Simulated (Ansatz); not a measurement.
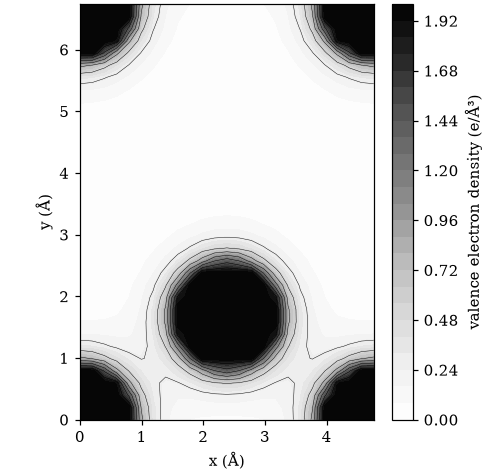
*Valence electron density (e/Å³), cut off at 2 on a lattice plane, r²SCAN in the plane-wave PAW code Ansatz*

Question: Which of these materials gives this?
A. Hg, diamond
B. CsCl, CsCl type
C. Be, diamond
D. Li, diamond

Answer: A, Hg, diamond. Atoms in the plane, in fractions of its two edges: Hg at (0.00, 0.00), Hg at (0.50, 0.25).

The density is the valence pseudo-density with augmentation charge, so density and ELF within about 1 Å of a nucleus are not all-electron values.

Space group Fd-3m (diamond). The start of the workflow was typed in or built on a structure type; neither database checked (COD, Materials Project) lists it. It is not the usual solid phase (space group No. 166). Symmetry was held in the r²SCAN relaxation. At this level the phase is mechanically unstable. The substance is a gas or liquid at ambient conditions. The volume moved by -24 % from the start of the relaxation. Spin–orbit coupling is left out wherever it is not named.

Potentials: the later of the program's two PAW sets.
